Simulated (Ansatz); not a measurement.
A series of calculations on BH₃SOCl₂

**1. Relaxation**

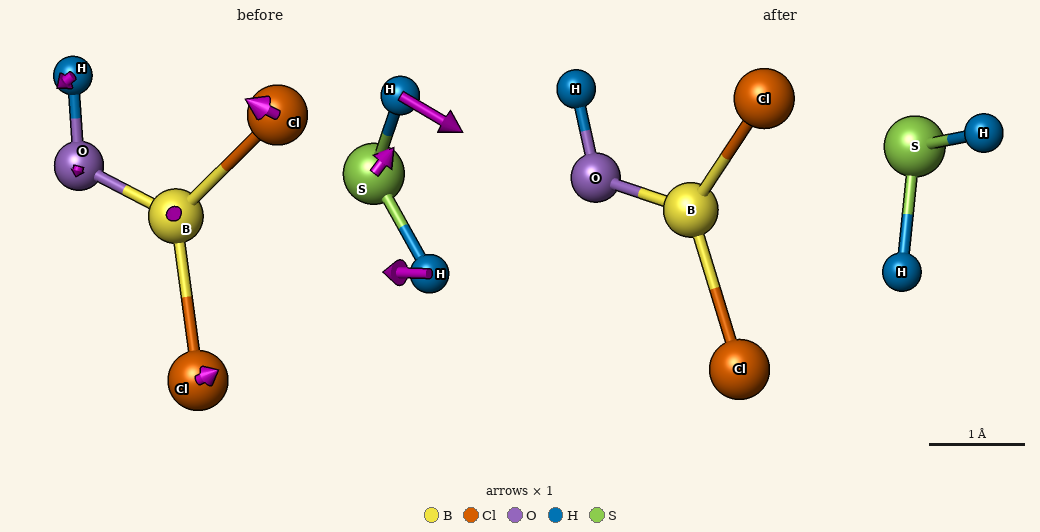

The structure of BH₃SOCl₂ before (left) and after (right) a relaxation, at one scale. The purple arrows give the displacements, at their true length.

A ball-and-stick model, seen at a tilt.

The run prepares an end point of a later path (reaction) calculation, from a guessed geometry.

These are results of RKS BHLYP-D4/def2-SVP (Ansatz 0.2.0), not measurements.

Input file:
```yaml
crystal:
  periodic: [false, false, false]
  atoms:
    - { symbol: B, position_ang: [0.101219, -0.38395, 0.006433] }
    - { symbol: Cl, position_ang: [-0.064655, -0.835154, 1.772607] }
    - { symbol: Cl, position_ang: [1.687485, -0.410499, -0.723028] }
    - { symbol: O, position_ang: [-0.981804, -0.188941, -0.726608] }
    - { symbol: H, position_ang: [-1.801624, -0.239819, -0.240043] }
    - { symbol: S, position_ang: [0.351003, 2.53996, 0.990882] }
    - { symbol: H, position_ang: [1.643937, 2.198157, 1.093021] }
    - { symbol: H, position_ang: [-0.004361, 1.725745, 2.038635] }
basis:
  gaussian: { orbitals: def2-SVP }
hamiltonian:
  xc: { name: BHLYP }
  dispersion: d4
relax:
  f_tol: 0.03
  max_steps: 50
```

Launched with:
```bash
ansatz run input.yaml --threads 2 --pin off --max-ram 3072MiB --backend cpu --events-out ev --progress --plain --runs-dir out
```

### What changed between the two?

The energy falls by 0.132 eV in 18 accepted moves (22 points after the start). Largest force component: 0.88 eV/Å at the start, 0.016 eV/Å at the end. The line search rejected the trial steps at points 5, 10, 12, 19 of the run. The forces were under the threshold at step 18, but the run went on from there. The largest move after the best rigid fit is that of H8, 0.78 Å. By element the largest moves are H 0.78 Å, Cl 0.43 Å, S 0.36 Å, B 0.17 Å, O 0.13 Å. Some distances before and after: B1–Cl2 1.830 → 1.766 Å, S6–H8 1.374 → 1.340 Å, B1–Cl3 1.746 → 1.757 Å, B1–O4 1.322 → 1.326 Å. Bond angles that change, for instance: Cl3–B1–O4 121.0° → 118.8°, Cl2–B1–O4 119.8° → 121.8°. The run took 95 s on 2 threads of Intel(R) Xeon(R) Platinum 8259CL CPU @ 2.50GHz (Skylake/Cascade Lake), on a shared host, peak memory 0.24 GiB.

Limits of the set-up: the start holds two separate molecules, 2.6 Å apart at their closest, whose relative position is a soft coordinate.

**2. Relaxation**

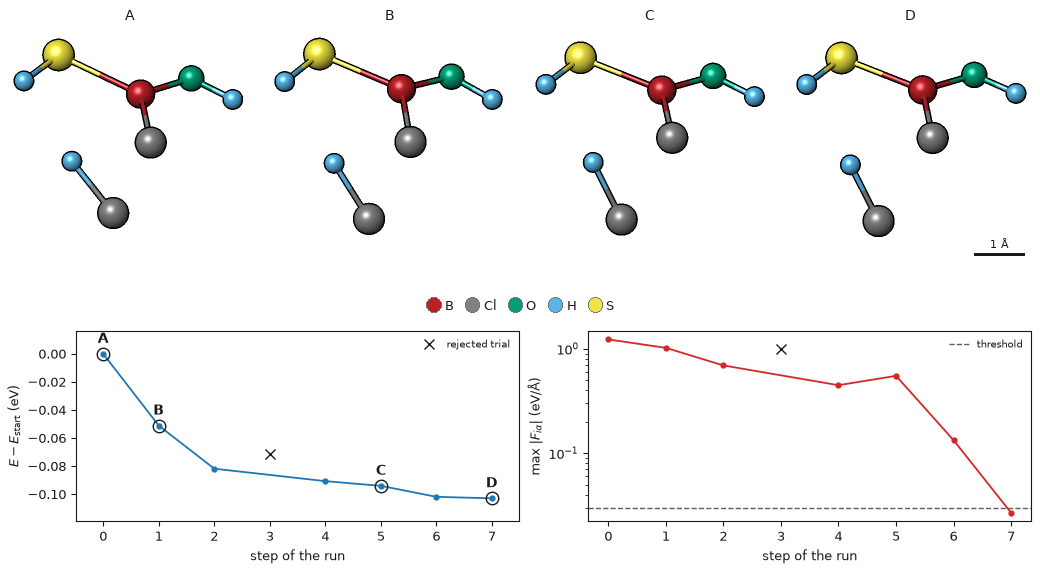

Frames of a relaxation of BH3SOCl2, marked on the history of the run. The picture is a ball-and-stick view, seen from a free direction.

The run prepares an end point of a later path (reaction) calculation, from a guessed geometry.

Level of theory: Ansatz, RKS BHLYP-D4/def2-SVP.

Input
```yaml
crystal:
  periodic: [false, false, false]
  atoms:
    - { symbol: B, position_ang: [0.097619, 0.565241, -0.178221] }
    - { symbol: Cl, position_ang: [-0.135416, -0.547578, 2.674062] }
    - { symbol: Cl, position_ang: [1.472902, -0.444197, -0.638285] }
    - { symbol: O, position_ang: [-1.162183, 0.185787, -0.368697] }
    - { symbol: H, position_ang: [-1.274702, -0.711913, -0.6754] }
    - { symbol: S, position_ang: [0.350584, 2.303277, 0.449516] }
    - { symbol: H, position_ang: [1.693342, 2.286338, 0.451521] }
    - { symbol: H, position_ang: [-0.110946, 0.768544, 2.497405] }
basis:
  gaussian: { orbitals: def2-SVP }
hamiltonian:
  xc: { name: BHLYP }
  dispersion: d4
relax:
  f_tol: 0.03
  max_steps: 50
```

Command:
```bash
ansatz run input.yaml --threads 2 --pin off --max-ram 3072MiB --backend cpu --events-out ev --progress --plain --runs-dir out
```

**What happens along the run?**

Cl2 moves most after the best rigid fit: 0.41 Å. Largest moves by element: Cl 0.41 Å, H 0.18 Å, O 0.11 Å, B 0.11 Å, S 0.09 Å. Near-neighbour distances that change, for instance: B1–S6 1.865 → 1.818 Å, Cl2–H8 1.328 → 1.286 Å. After 6 accepted moves (7 points after the start) the energy has fallen by 0.103 eV. The largest force component goes from 1.2 to 0.027 eV/Å. The line search rejected the trial step at point 3 of the run. From step 0 to 1: Cl2 moves most (0.20 Å), energy −0.051 eV. From step 1 to 5: Cl2 moves most (0.17 Å), energy −0.043 eV. From step 5 to 7: H5 moves most (0.09 Å), energy −0.009 eV.

| step | E − E(0), eV | largest force component, eV/Å | note |
| --- | --- | --- | --- |
| 0 | 0.0000 | 1.2306 |  |
| 1 | -0.0511 | 1.0217 |  |
| 2 | -0.0818 | 0.6935 |  |
| 3 | -0.0710 | 0.9905 | rejected |
| 4 | -0.0906 | 0.4485 |  |
| 5 | -0.0940 | 0.5515 |  |
| 6 | -0.1018 | 0.1335 |  |
| 7 | -0.1029 | 0.0269 |  |

Limits of the set-up: the start holds two separate molecules, 2.6 Å apart at their closest, whose relative position is a soft coordinate.

**3. Path**

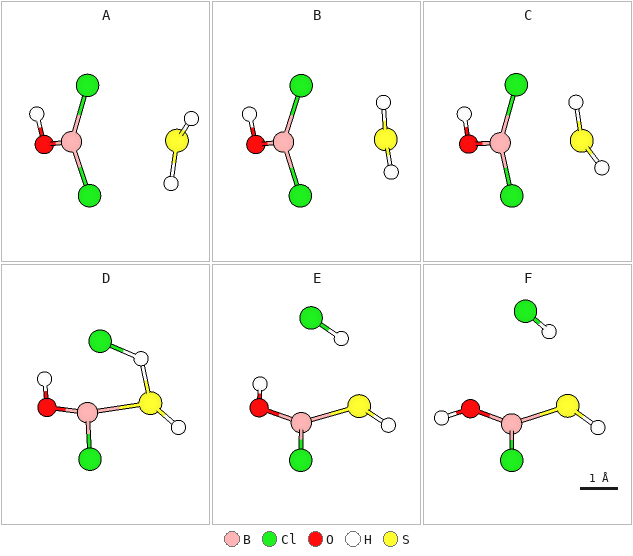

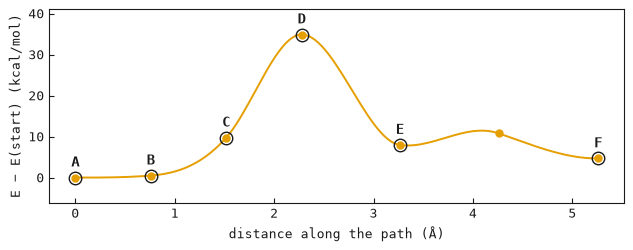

A nudged-elastic-band calculation for BH3SOCl2, made up at the start of BHOCl2 and H2S. Images are numbered from 0 (start) to 6 (end). Frames A to F are images 0, 1, 2, 3, 4, 6. The picture is a ball-and-stick view, seen at a tilt.

Level of theory: Ansatz, RKS BHLYP-D4/def2-SVP. Settings: 5 movable images; climbing image; force threshold 0.05 eV/Å; iteration limit 60; starting path through a guess of the saddle point.

Question: Read off the barrier and say what moves.

Answer: Forward barrier 34.9 kcal/mol, backward barrier 30.2 kcal/mol, with image 3 at the top; the reaction energy is +4.7 kcal/mol. The profile has 2 maxima (images 3, 5) with a dip at image 4 (+7.9 kcal/mol), so the process runs in steps. The path has more than one stage, and so few images may leave a stage unresolved. Breaking: B–Cl (1.77 → 3.51 Å), H–S (1.34 → 2.56 Å). Forming: B–S (3.42 → 1.82 Å), Cl–H (3.31 → 1.29 Å). The band converged in 29 iterations. The largest component of the band force went from 14 to 0.039 eV/Å. The climbing image converged on the top of the path. Its vibrational analysis gives one imaginary mode (1059i cm⁻¹), as a transition state must have.

Limits of the set-up: the start holds two separate molecules, 3.0 Å apart at their closest, whose relative position is a soft coordinate.

The run took 8 min on 2 threads of Intel(R) Xeon(R) Platinum 8259CL CPU @ 2.50GHz (Skylake/Cascade Lake), on a shared host, peak memory 0.26 GiB.
